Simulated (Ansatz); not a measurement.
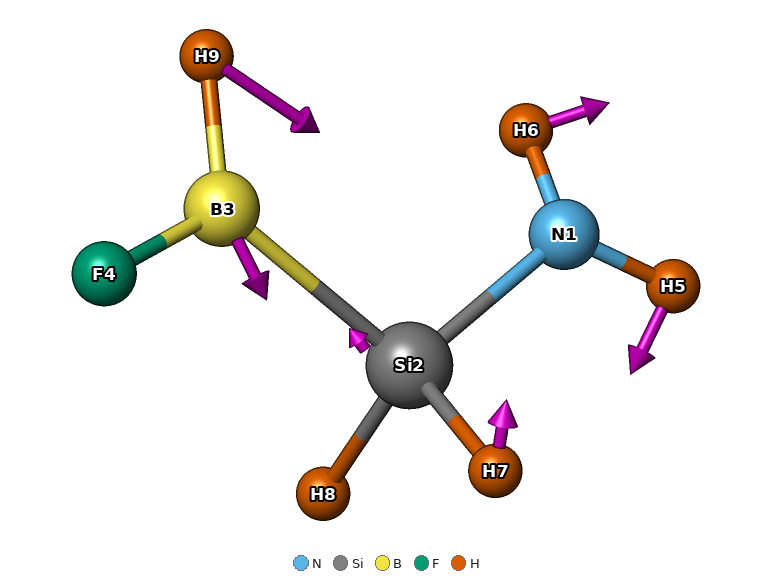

The arrows show one normal mode. Harmonic vibrations computed with RKS PBE0-D4/def2-TZVP (Ansatz 0.2.0) at a stationary point of the same level.

**Estimate its harmonic wavenumber.**

621 cm⁻¹; it is mode 7 of 21 counted from the lowest.
